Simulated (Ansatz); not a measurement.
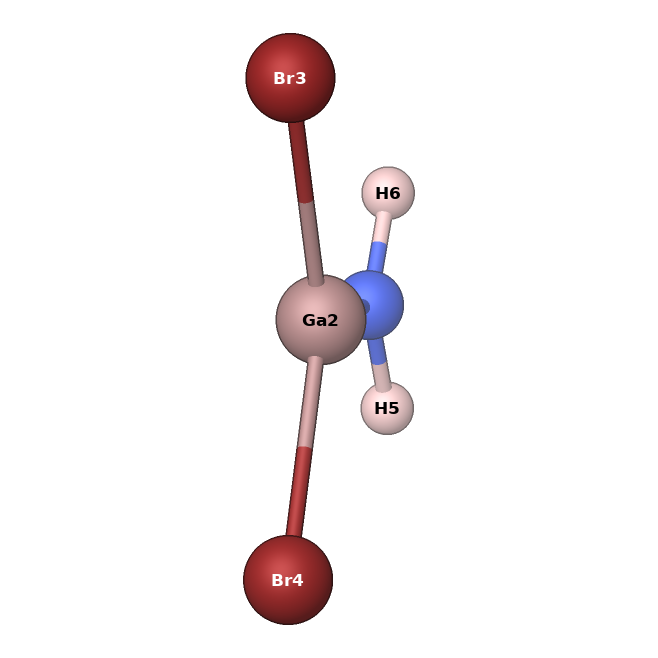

N1 lies behind Ga2. The molecule seen a little off the Ga2–N1 bond, Ga2 in front. Atoms fade into the background with distance from the viewer. The geometry was computed by an optimisation with PBE0-D4/def2-TZVP.

> What is the torsion angle Br3–Ga2–N1–H5? The sign is positive where the front bond must turn clockwise to cover the back bond.

178°, antiperiplanar (anti).
